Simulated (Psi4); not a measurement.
# A workflow on CH3ClF2Si (SMILES C[Si](F)(F)Cl)

Aim: a structure relaxation (PBE0-D4/def2-SVP), then vibrational wavenumbers of CH3ClF2Si. 

The calculation is run with Psi4 1.11.

**1. The structure to begin with**

CH3ClF2Si has 8 atoms, charge 0, and is taken as a singlet. As SMILES, `C[Si](F)(F)Cl`. Geometry: relaxed at PBE0-D4/def2-TZVP. The run starts from this shape.

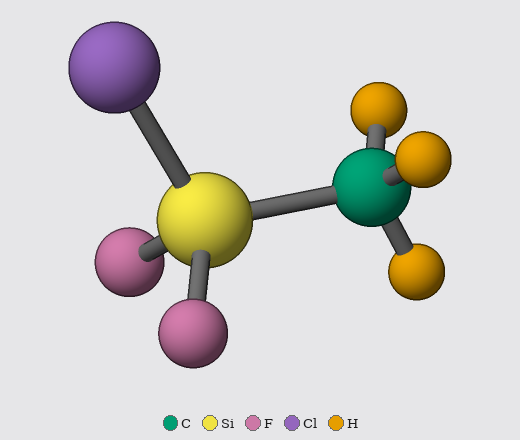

The structure, seen from a chosen angle (carbon teal, silicon yellow, fluorine pink, chlorine purple, hydrogen amber).

**2. A structure relaxation at PBE0-D4/def2-SVP (density fitting) (run 1)**

job.dat reads:

```
memory 1600 MB

molecule molecule1 {
  0 1
  C
  Si 1 1.831754
  F 2 1.582092 1 110.95047
  F 2 1.581976 3 106.57079 1 -120.89679
  Cl 2 2.029167 4 107.7528 3 115.41868
  H 1 1.092462 2 110.10563 4 58.97772
  H 1 1.09154 6 108.64323 2 -121.06493
  H 1 1.091494 7 108.5001 6 117.95537
}

set {
  basis        def2-SVP
  reference    rks
  geom_maxiter 60
}

energy_value = optimize('pbe0-d4')
```

Launch:

```
psi4 -i job.dat -o job.out -n 1
```

job.out:

```text
[...]
  Running in c1 symmetry.
[...]
  Nuclear repulsion =  314.840894491328640
[...]
  Multiplicity = 1
[...]
  Nalpha       = 29
  Nbeta        = 29
[...]
    Number of basis functions: 93
[...]
   @DF-RKS iter   1:  -988.33170904094516   -2.01054e-01   7.68568e-03 ADIIS/DIIS
[...]
   @DF-RKS iter   6:  -988.55701575553837   -8.64020e-12   9.97346e-09 DIIS
[...]
    Orbital Energies [Eh]
    ---------------------
    Doubly Occupied:
       1A   -101.688661     2A    -66.356721     3A    -24.776462
       4A    -24.776405     5A    -10.253561     6A     -9.541724
       7A     -7.280418     8A     -7.274372     9A     -7.274286
      10A     -5.436123    11A     -3.775465    12A     -3.775219
      13A     -3.771505    14A     -1.217535    15A     -1.198151
      16A     -0.864178    17A     -0.746634    18A     -0.580011
      19A     -0.517389    20A     -0.496684    21A     -0.487258
      22A     -0.459123    23A     -0.448897    24A     -0.447456
      25A     -0.432133    26A     -0.430180    27A     -0.379331
      28A     -0.355408    29A     -0.350658
[...]
  @DF-RKS Final Energy:  -988.55701575553837
   => Energetics <=
    Nuclear Repulsion Energy =            311.7948248791020660
    One-Electron Energy =               -1989.0142831506220773
    Two-Electron Energy =                 746.3337606846187100
    DFT Exchange-Correlation Energy =     -57.6655974505681499
    Empirical Dispersion Energy =          -0.0057207180687543
    VV10 Nonlocal Energy =                  0.0000000000000000
    Total Energy =                       -988.5570157555383730
[...]
 Multipole Moments:
 ------------------------------------------------------------------------------------
     Multipole            Electronic (a.u.)      Nuclear  (a.u.)        Total (a.u.)
 ------------------------------------------------------------------------------------
 L = 1.  Multiply by 2.5417464519 to convert [e a0] to [Debye]
 Dipole X            :         -0.3288964            0.2380177           -0.0908787
 Dipole Y            :          0.1976697           -0.1430451            0.0546247
 Dipole Z            :          7.0986258           -8.0538815           -0.9552557
 Magnitude           :                                                    0.9611223
[...]
  -Total Gradient:
     Atom            X                  Y                   Z
    ------   -----------------  -----------------  -----------------
       1        0.000010280515    -0.000005129098     0.000085726514
       2        0.000178217890    -0.000105034673     0.000112105648
       3       -0.000001678922     0.000045142855     0.000048025979
       4       -0.000040516719    -0.000024118848     0.000048005471
       5       -0.000077485365     0.000048010410     0.000070736891
       6        0.000029173897    -0.000014860806     0.000047473068
       7        0.000028747453    -0.000023701131     0.000056014278
       8        0.000029430613    -0.000014739411     0.000055519139
[...]
    Final optimized geometry and variables:
    Molecular point group: c1
    Full point group: C1
    Geometry (in Angstrom), charge = 0, multiplicity = 1:
    C
    SI            1    1.835491
    F             2    1.608197      1  111.004676
    F             2    1.608195      3  106.292917      1 -120.815343
    CL            2    2.040629      4  107.763219      3  115.302098
    H             1    1.100619      2  110.128566      4   58.886396
    H             1    1.099877      6  108.602658      2 -121.105539
    H             1    1.099873      7  108.478000      6  117.863869
    Psi4 run time: 0:00:17.23
[...]
```

The script printed:

```text
Optimizer: Optimization complete!
```

It took 18 s on 1 thread of AMD EPYC 9R45 (Zen 5), shared host; peak memory 0.68 GiB.

Steps, from the record of the run:

```tsv
step	energy from the first frame kept (eV)	largest force (eV/Å)
0	0.0000	1.0521
1	-0.0315	0.3243
2	-0.0333	0.0525
3	-0.0333	0.0121
```

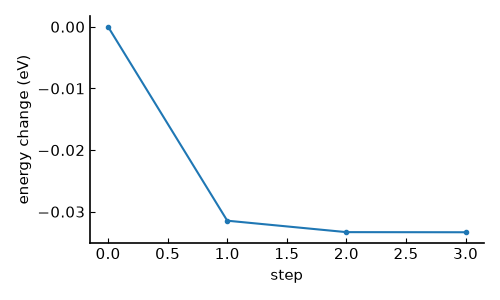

Energy along the run.

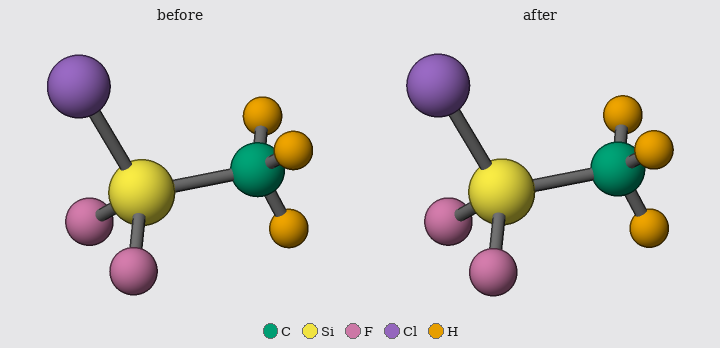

Before and after, at one scale.

After the run. Bond lengths: C1–Si2 1.835 Å, Si2–F3 1.608 Å, Si2–F4 1.608 Å, Si2–Cl5 2.041 Å, C1–H6 1.101 Å, C1–H7 1.100 Å, C1–H8 1.100 Å. Some angles: C1–Si2–F3 111.0°, C1–Si2–F4 111.0°, C1–Si2–Cl5 112.7°, F3–Si2–F4 106.3°, F3–Si2–Cl5 107.8°, F4–Si2–Cl5 107.8°, Si2–C1–H6 110.1°, Si2–C1–H7 110.5°, Si2–C1–H8 110.5°, H6–C1–H7 108.6°.

**3. The harmonic vibrations at PBE0-D4/def2-SVP (density fitting) (run 2)**

job.py reads:

```python
import psi4

psi4.set_memory(1600000000)
psi4.set_num_threads(1)
psi4.set_output_file('psi4.out', False)

m = psi4.geometry("""
0 1
C     -0.816082    -0.298984     0.518054
Si     0.686077     0.152335    -0.435287
F      2.004724    -0.481026     0.232787
F      0.614967    -0.429680    -1.932782
Cl     0.961266     2.170220    -0.564040
H     -0.924020    -1.393530     0.559035
H     -0.749411     0.085751     1.546287
H     -1.714046     0.124672     0.044876
""")

options = {'basis': 'def2-SVP', 't': 298.15, 'rotational_symmetry_number': 1}
psi4.set_options(options)

e_tot, wfn = psi4.frequency('pbe0-d4', molecule=m, return_wfn=True)
print(f'pbe0-d4 energy: {e_tot:.10f} Eh')
print('wavenumbers / cm^-1:', wfn.frequencies().np.round(1))
for k in ('ZPVE', 'ENTHALPY', 'GIBBS FREE ENERGY'):
    print(f'{k}: {psi4.variable(k):.8f} Eh')
for k, v in sorted(psi4.core.scalar_variables().items()):
    print(f'{k:45s} {v:18.10f}')
```

Launch:

```
python job.py
```

psi4.out, cut to the lines that bear on the results:

```text
[...]
  Running in c1 symmetry.
[...]
  Nuclear repulsion =  311.794834530469643
[...]
  Multiplicity = 1
[...]
  Nalpha       = 29
  Nbeta        = 29
[...]
    Number of basis functions: 93
[...]
   @DF-RKS iter   1:  -988.33563743646857   -2.72243e-01   7.63252e-03 ADIIS/DIIS
[...]
   @DF-RKS iter  11:  -988.55701309450990   -2.84217e-12   2.29802e-09 DIIS
[...]
  @DF-RKS Final Energy:  -988.55701309450990
   => Energetics <=
    Nuclear Repulsion Energy =            311.7849325424880931
    One-Electron Energy =               -1988.9957748620868188
    Two-Electron Energy =                 746.3244879840513022
    DFT Exchange-Correlation Energy =     -57.6649381267895933
    Empirical Dispersion Energy =          -0.0057206321729389
    VV10 Nonlocal Energy =                  0.0000000000000000
    Total Energy =                       -988.5570130945098981
[...]
 Multipole Moments:
[...]
  -Total Gradient:
     Atom            X                  Y                   Z
    ------   -----------------  -----------------  -----------------
       1        0.000348489247    -0.000485185320    -0.000771324912
       2        0.000085456289    -0.000166689909    -0.000145129669
       3       -0.000000013916     0.000036189283    -0.000045770424
       4        0.000069342467     0.000031068761     0.000012391784
       5        0.000042458667     0.000107453204    -0.000019691333
       6        0.000045812724    -0.000006749138    -0.000013678352
       7        0.000202735893     0.000291113207     0.001095631814
       8       -0.000328401022     0.000144728982    -0.000409284411
[...]
  ==> Harmonic Vibrational Analysis <==
[...]
  Freq [cm^-1]                 131.2951            181.3866            207.9703
[...]
  IR activ [km/mol]             0.0018              0.1833              0.3368
[...]
  Freq [cm^-1]                 265.3638            297.9602            338.4725
[...]
  IR activ [km/mol]             5.8205             18.4794             41.4997
[...]
  Freq [cm^-1]                 546.4869            739.0269            783.7257
[...]
  IR activ [km/mol]            64.8205             43.9943              4.7596
[...]
  Freq [cm^-1]                 811.0456            923.2160            983.3457
[...]
  Freq [cm^-1]                1281.9510           1418.9216           1421.2755
[...]
  Freq [cm^-1]                3070.5721           3180.8664           3185.4398
[...]
```

The script printed:

```text
Warning: used thermodynamics relations inappropriate for low-frequency modes: ['131.2951' '181.3866' '207.9703' '265.3638' '297.9602' '338.4725'
 '546.4869']
pbe0-d4 energy: -988.5570157551 Eh
wavenumbers / cm^-1: [ 131.3  181.4  208.   265.4  298.   338.5  546.5  739.   783.7  811.
  923.2  983.3 1282.  1418.9 1421.3 3070.6 3180.9 3185.4]
ZPVE: 0.04503555 Eh
ENTHALPY: -988.50456315 Eh
GIBBS FREE ENERGY: -988.54278941 Eh
CURRENT ENERGY                                   -988.5570157551
CURRENT REFERENCE ENERGY                         -988.5570157551
DD SOLVATION ENERGY                                 0.0000000000
DFT FUNCTIONAL TOTAL ENERGY                      -988.5512950368
DFT TOTAL ENERGY                                 -988.5570157551
DFT VV10 ENERGY                                     0.0000000000
DFT XC ENERGY                                     -57.6655976708
DISPERSION CORRECTION ENERGY                       -0.0057207182
ENTHALPY                                         -988.5045631547
ENTHALPY CORRECTION                                 0.0524526004
FINDIF NUMBER                                      43.0000000000
GIBBS FREE ENERGY                                -988.5427894056
GIBBS FREE ENERGY CORRECTION                        0.0142263495
GRID ELECTRONS ALPHA                               29.0000650178
GRID ELECTRONS BETA                                29.0000650178
GRID ELECTRONS TOTAL                               58.0001300357
NUCLEAR REPULSION ENERGY                          311.7948345305
ONE-ELECTRON ENERGY                             -1989.0143021192
PBE0-D4(BJ,EEQ)ATM DISPERSION CORRECTION ENERGY      -0.0057207182
PCM POLARIZATION ENERGY                             0.0000000000
PE ENERGY                                           0.0000000000
SCF ITERATION ENERGY                             -988.5570157551
SCF ITERATIONS                                     11.0000000000
SCF TOTAL ENERGY                                 -988.5570157551
THERMAL ENERGY                                   -988.5055073393
THERMAL ENERGY CORRECTION                           0.0515084158
TWO-ELECTRON ENERGY                               746.3337702226
ZERO K ENTHALPY                                  -988.5119802046
ZPVE                                                0.0450355504
```

Wall time 3 min (1 thread of AMD EPYC 9R45 (Zen 5), shared host); peak memory 0.66 GiB.

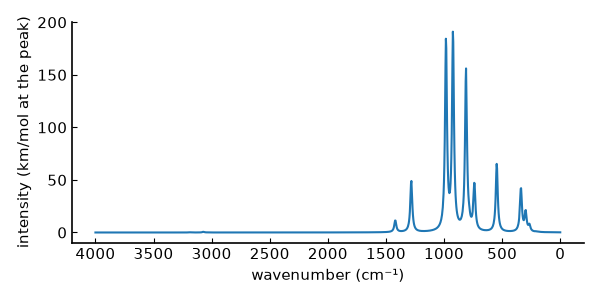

Harmonic infrared spectrum, unscaled, lines broadened by 10 cm⁻¹.

**4. What came out**

| quantity | value |
| --- | --- |
| run 1, PBE0-D4/def2-SVP: total energy at the end | -988.55702 Eh |
| run 1, PBE0-D4/def2-SVP: dipole moment | 2.44 D |
| run 1, PBE0-D4/def2-SVP: HOMO energy | -9.54 eV |
| run 1, PBE0-D4/def2-SVP: LUMO energy | 1.22 eV |
| run 1, PBE0-D4/def2-SVP: HOMO–LUMO gap | 10.76 eV |
| run 1, PBE0-D4/def2-SVP: dispersion energy | -15.02 kJ/mol |
| run 2, PBE0-D4/def2-SVP: lowest harmonic wavenumber | 131 cm⁻¹ |
| run 2, PBE0-D4/def2-SVP: highest harmonic wavenumber | 3185 cm⁻¹ |
| run 2, PBE0-D4/def2-SVP: zero-point energy | 118.2 kJ/mol |
| run 2, PBE0-D4/def2-SVP: ideal-gas entropy at 298.15 K (symmetry number 1 as used) | 80.5 cal/(mol K) |

**Reading.** The optimisation (run 1, PBE0-D4/def2-SVP) took 4 steps and changed the energy by -0.033 eV. All 18 modes (run 2, PBE0-D4/def2-SVP) are real, so the shape is a minimum at this level.
